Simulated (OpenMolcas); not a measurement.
# MgLi⁻: relativistic diatomic calculation (part 2 of 2)

The same run, continued: MgLi⁻. Method: SA-CASSCF(4,8)/XMS-CASPT2 + RASSI spin-orbit (X2C scalar, AMFI), ANO-RCC-VTZP (OpenMolcas).

**The program's output (extracts), continued**
```
++ Dipole transition strengths (spin-free states):
     for osc. strength at least  1.00000000E-05
      From   To        Osc. strength     Einstein coefficients Ax, Ay, Az (sec-1)    Total A (sec-1)
         1   14       9.75505161E-03  7.47587547E+03  5.21660595E+05  0.00000000E+00  5.29136471E+05
         1   15       9.75505256E-03  5.21660719E+05  7.47587288E+03  0.00000000E+00  5.29136592E+05
         1    2       1.48366387E-01  0.00000000E+00  0.00000000E+00  2.59530018E+07  2.59530018E+07
         1   16       9.75622812E-02  3.28736937E+05  1.76743792E+07  0.00000000E+00  1.80031161E+07
         1   17       9.75622917E-02  1.76743847E+07  3.28737011E+05  0.00000000E+00  1.80031217E+07
         1    5       5.93090369E-01  0.00000000E+00  0.00000000E+00  1.28850865E+08  1.28850865E+08
         6   12       2.92371398E-04  7.92135835E+01  1.19108593E-03  0.00000000E+00  7.92147746E+01
         6    9       1.03708056E-02  0.00000000E+00  0.00000000E+00  4.66936638E+05  4.66936638E+05
         6   13       6.30755287E-02  6.90441870E+01  4.79135092E+06  0.00000000E+00  4.79141997E+06
         6   11       2.30229371E-02  0.00000000E+00  0.00000000E+00  2.24926818E+06  2.24926818E+06
         7   12       2.92371229E-04  1.19108548E-03  7.92134149E+01  0.00000000E+00  7.92146060E+01
         7    8       1.03708052E-02  0.00000000E+00  0.00000000E+00  4.66936526E+05  4.66936526E+05
         7   13       6.30755253E-02  4.79135022E+06  6.90440840E+01  0.00000000E+00  4.79141927E+06
         7   10       2.30229324E-02  0.00000000E+00  0.00000000E+00  2.24926721E+06  2.24926721E+06
        12    8       1.09264536E-02  1.21962965E+01  4.18577241E+05  0.00000000E+00  4.18589437E+05
        12    9       1.09264555E-02  4.18577349E+05  1.21963108E+01  0.00000000E+00  4.18589546E+05
        12   10       5.47358767E-03  1.38943627E+01  4.79899263E+05  0.00000000E+00  4.79913158E+05
        12   11       5.47358706E-03  4.79899283E+05  1.38943708E+01  0.00000000E+00  4.79913177E+05
        14    2       2.11661183E-04  9.90261467E+01  7.17178290E+03  0.00000000E+00  7.27080904E+03
        14   16       1.76487727E-02  0.00000000E+00  0.00000000E+00  6.82632647E+05  6.82632647E+05
        14   17       1.19631439E-03  0.00000000E+00  0.00000000E+00  4.62719780E+04  4.62719780E+04
        14    3       3.61757818E-02  5.47166321E+05  1.14263728E+06  0.00000000E+00  1.68980360E+06
        14    4       3.62675758E-02  1.15135725E+06  5.51341620E+05  0.00000000E+00  1.70269887E+06
        14    5       2.52568409E-02  1.98154046E+04  1.35376310E+06  0.00000000E+00  1.37357850E+06
        15    2       2.11664115E-04  7.17187757E+03  9.90310018E+01  0.00000000E+00  7.27090858E+03
        15   16       1.19631370E-03  0.00000000E+00  0.00000000E+00  4.62719237E+04  4.62719237E+04
        15   17       1.76487752E-02  0.00000000E+00  0.00000000E+00  6.82632942E+05  6.82632942E+05
        15    3       3.61758013E-02  1.14263800E+06  5.47166276E+05  0.00000000E+00  1.68980427E+06
        15    4       3.62675795E-02  5.51341831E+05  1.15135697E+06  0.00000000E+00  1.70269880E+06
        15    5       2.52568046E-02  1.35376098E+06  1.98153622E+04  0.00000000E+00  1.37357634E+06
         8   10       1.26798279E-03  0.00000000E+00  0.00000000E+00  1.27753564E+04  1.27753564E+04
         9   11       1.26798341E-03  0.00000000E+00  0.00000000E+00  1.27753663E+04  1.27753663E+04
        13   10       1.09184790E-03  1.49071305E+03  4.30104360E-02  0.00000000E+00  1.49075606E+03
        13   11       1.09184853E-03  4.30105228E-02  1.49071574E+03  0.00000000E+00  1.49075875E+03
         2   16       7.20282159E-04  1.68480479E+00  9.07522345E+01  0.00000000E+00  9.24370393E+01
         2   17       7.20284912E-04  9.07532783E+01  1.68482457E+00  0.00000000E+00  9.24381029E+01
         2    5       6.92086019E-03  0.00000000E+00  0.00000000E+00  1.58554169E+04  1.58554169E+04
        16    5       1.59011224E-03  3.82761424E+01  2.08427336E+03  0.00000000E+00  2.12254950E+03
        17    5       1.59011037E-03  2.08426592E+03  3.82760272E+01  0.00000000E+00  2.12254195E+03
        18   19       1.04427772E-03  2.79293816E+02  1.52119526E+01  0.00000000E+00  2.94505769E+02
        18   20       1.04427933E-03  1.52120267E+01  2.79295138E+02  0.00000000E+00  2.94507164E+02
 Electric-quadrupole - electric-quadrupole not included
 Electric-dipole - electric-octupole not included
 Electric-dipole - magnetic-quadrupole not included
   Eigenvalues of complex Hamiltonian:
  (Shifted by EMIN (a.u.) =       -207.5947452110)
 SO State       Relative EMIN(au)   Rel lowest level(eV)    D:o, cm**(-1)      Omega
     1            -0.0000000499        0.0000000000              0.0000         0.0
     2             0.0248818123        0.6770699642           5460.9375         0.0
     3             0.0248822299        0.6770813272           5461.0292         0.0
     4             0.0249022493        0.6776260825           5465.4229         1.0
     5             0.0249022515        0.6776261438           5465.4234         1.0
     6             0.0249227756        0.6781846326           5469.9280         2.0
     7             0.0249227756        0.6781846325           5469.9280         2.0
     8             0.0278064563        0.7566535829           6102.8227         1.0
     9             0.0278064563        0.7566535829           6102.8227         1.0
    10             0.0278067638        0.7566619478           6102.8902         0.0
    11             0.0410879807        1.1180622709           9017.7804         1.0
    12             0.0410879834        1.1180623446           9017.7810         1.0
    13             0.0623017641        1.6953187270          13673.6677         0.0
    14             0.0623019523        1.6953238458          13673.7090         0.0
    15             0.0623366894        1.6962690915          13681.3329         1.0
    16             0.0623366909        1.6962691315          13681.3332         1.0
    17             0.0623713464        1.6972121569          13688.9392         2.0
    18             0.0623713465        1.6972121590          13688.9392         2.0
    19             0.0735250740        2.0007205464          16136.8995         0.0
    20             0.0735256993        2.0007375606          16137.0367         1.0
    21             0.0735256993        2.0007375606          16137.0367         1.0
    22             0.0737863565        2.0078304065          16194.2444         0.0
    23             0.0757842462        2.0621957535          16632.7305         1.0
    24             0.0757842539        2.0621959625          16632.7321         1.0
    25             0.0792161341        2.1555821817          17385.9428         2.0
    26             0.0793128004        2.1582126049          17407.1586         2.0
    27             0.0800020900        2.1769691297          17558.4402         0.0
    28             0.0800021780        2.1769715243          17558.4595         0.0
    29             0.0800448816        2.1781335484          17567.8318         1.0
    30             0.0800448856        2.1781336574          17567.8327         1.0
    31             0.0800881002        2.1793095887          17577.3172         2.0
    32             0.0800881753        2.1793116323          17577.3337         2.0
    33             0.0822296382        2.2375838039          18047.3305         0.0
    34             0.0953967898        2.5958802527          20937.1862         0.0
    35             0.0953969010        2.5958832790          20937.2106         1.0
    36             0.0953969010        2.5958832790          20937.2106         1.0
    37             0.0953972348        2.5958923628          20937.2839         2.0
    38             0.0953972348        2.5958923628          20937.2839         2.0
    39             0.0983042250        2.6749955955          21575.2945         1.0
    40             0.0983042250        2.6749955955          21575.2945         1.0
    41             0.0983320594        2.6757530085          21581.4035         0.0
    42             0.0983327004        2.6757704498          21581.5441         0.0
    43             0.0983604212        2.6765247717          21587.6281         1.0
    44             0.0983604259        2.6765249006          21587.6292         1.0
    45             0.0983883567        2.6772849341          21593.7593         2.0
    46             0.0983883567        2.6772849341          21593.7593         2.0
    47             0.0984161857        2.6780422020          21599.8670         3.0
    48             0.0984161857        2.6780422020          21599.8670         3.0
 Weights of the five most important spin-orbit-free states for each spin-orbit state.
 SO State  Total energy (au)           Spin-free states, spin, and weights
    1        -0.000000       1 0.0  1.0000    6 1.0  0.0000    7 1.0  0.0000    8 1.0  0.0000    9 1.0  0.0000
    2         0.024882       6 1.0  0.5000    7 1.0  0.4999   12 1.0  0.0001    8 1.0  0.0000    9 1.0  0.0000
    3         0.024882       6 1.0  0.5000    7 1.0  0.5000    1 0.0  0.0000    2 0.0  0.0000    8 1.0  0.0000
    4         0.024902       6 1.0  0.9999   12 1.0  0.0001   14 0.0  0.0000   15 0.0  0.0000   16 0.0  0.0000
    5         0.024902       7 1.0  0.9999   12 1.0  0.0001   15 0.0  0.0000   14 0.0  0.0000   17 0.0  0.0000
    6         0.024923       7 1.0  0.5000    6 1.0  0.5000    9 1.0  0.0000    8 1.0  0.0000    4 0.0  0.0000
    7         0.024923       7 1.0  0.5000    6 1.0  0.5000    9 1.0  0.0000    8 1.0  0.0000    3 0.0  0.0000
    8         0.027806      12 1.0  0.9999    7 1.0  0.0000    6 1.0  0.0000   14 0.0  0.0000   15 0.0  0.0000
    9         0.027806      12 1.0  0.9999    7 1.0  0.0000    6 1.0  0.0000   14 0.0  0.0000   15 0.0  0.0000
   10         0.027807      12 1.0  0.9999    7 1.0  0.0001    6 1.0  0.0001    8 1.0  0.0000    9 1.0  0.0000
   11         0.041088      14 0.0  1.0000   12 1.0  0.0000    6 1.0  0.0000    9 1.0  0.0000    7 1.0  0.0000
   12         0.041088      15 0.0  1.0000   12 1.0  0.0000    7 1.0  0.0000    8 1.0  0.0000    6 1.0  0.0000
   13         0.062302       8 1.0  0.5000    9 1.0  0.5000    2 0.0  0.0000    5 0.0  0.0000   13 1.0  0.0000
   14         0.062302       8 1.0  0.5000    9 1.0  0.5000   12 1.0  0.0000    6 1.0  0.0000    7 1.0  0.0000
   15         0.062337       8 1.0  1.0000   15 0.0  0.0000   17 0.0  0.0000   12 1.0  0.0000   13 1.0  0.0000
   16         0.062337       9 1.0  1.0000   14 0.0  0.0000   16 0.0  0.0000   12 1.0  0.0000   13 1.0  0.0000
   17         0.062371       9 1.0  0.5000    8 1.0  0.5000    3 0.0  0.0000    7 1.0  0.0000    6 1.0  0.0000
   18         0.062371       9 1.0  0.5000    8 1.0  0.5000    4 0.0  0.0000    7 1.0  0.0000    6 1.0  0.0000
   19         0.073525      13 1.0  0.9969    2 0.0  0.0031    5 0.0  0.0000   10 1.0  0.0000   11 1.0  0.0000
   20         0.073526      13 1.0  0.9999   16 0.0  0.0001   17 0.0  0.0001   10 1.0  0.0000   11 1.0  0.0000
   21         0.073526      13 1.0  0.9999   16 0.0  0.0001   17 0.0  0.0001   10 1.0  0.0000   11 1.0  0.0000
   22         0.073786       2 0.0  0.9969   13 1.0  0.0031    8 1.0  0.0000    9 1.0  0.0000   10 1.0  0.0000
   23         0.075784      16 0.0  0.9999   13 1.0  0.0001   11 1.0  0.0000    9 1.0  0.0000   10 1.0  0.0000
   24         0.075784      17 0.0  0.9999   13 1.0  0.0001   10 1.0  0.0000    8 1.0  0.0000   11 1.0  0.0000
   25         0.079216       3 0.0  0.9993   10 1.0  0.0003   11 1.0  0.0003    9 1.0  0.0000    8 1.0  0.0000
   26         0.079313       4 0.0  0.9991   10 1.0  0.0004   11 1.0  0.0004    9 1.0  0.0000    8 1.0  0.0000
   27         0.080002      10 1.0  0.5000   11 1.0  0.5000   18 2.0  0.0000   20 2.0  0.0000   19 2.0  0.0000
   28         0.080002      10 1.0  0.5000   11 1.0  0.5000   13 1.0  0.0000    5 0.0  0.0000    2 0.0  0.0000
   29         0.080045      10 1.0  1.0000   17 0.0  0.0000   13 1.0  0.0000   18 2.0  0.0000   20 2.0  0.0000
   30         0.080045      11 1.0  1.0000   16 0.0  0.0000   13 1.0  0.0000
```

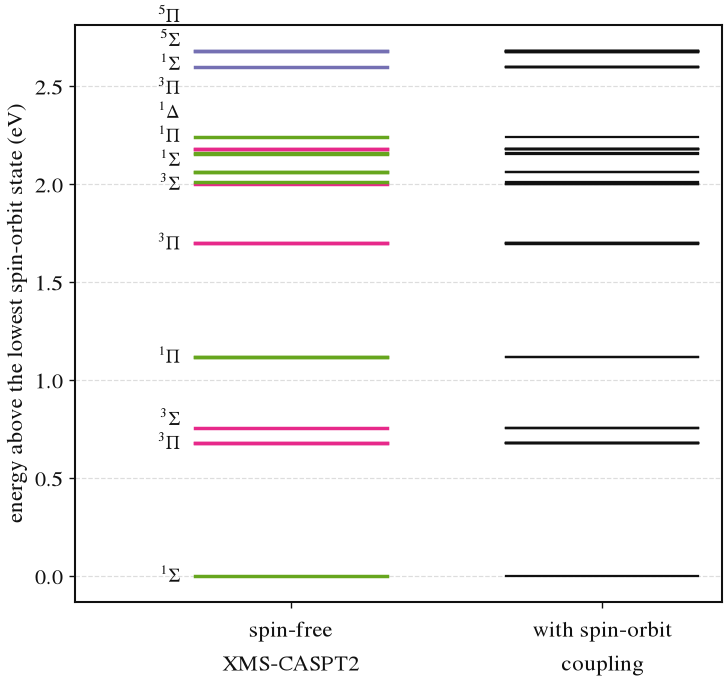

**Figure 1.** States up to 3.5 eV at 3.450 Å, without spin-orbit coupling (left, a colour for each spin multiplicity) and with it (right, where close levels merge). The spin-free states run ¹Σ (0.00 eV), ³Π (0.68 eV), ³Σ (0.76 eV), ¹Π (1.12 eV), ³Π (1.70 eV), ³Σ (2.00 eV) from the lowest. The lowest spin-orbit levels have |Ω| = 0 (0 cm⁻¹), 0 (5,461 cm⁻¹), 1 (5,465 cm⁻¹), 2 (5,470 cm⁻¹), 1 (6,103 cm⁻¹).

**Results in brief**

- outcome: converged; components of a degenerate state are split by 21 cm⁻¹; whether the anion is bound against detachment isn't tested
- lowest spin-free state: ¹Σ
- lowest spin-orbit level: Ω = 0, −207.59475 hartree
- next level: Ω = 0, 5,461 cm⁻¹
- hardware: 1 thread of Arm Neoverse V2, 24 GiB of memory available, shared host
- wall time: 32 s

**Notes**

Caveats: the two components of ¹Δ at 2.16 eV, degenerate in CASSCF as they must be, are split by 21 cm⁻¹ in XMS-CASPT2, an artefact that passes into its spin-orbit levels; the run doesn't test whether the anion keeps its extra electron; the basis has no added diffuse functions, and states above the detachment threshold, which may include the lowest, are held only by it.
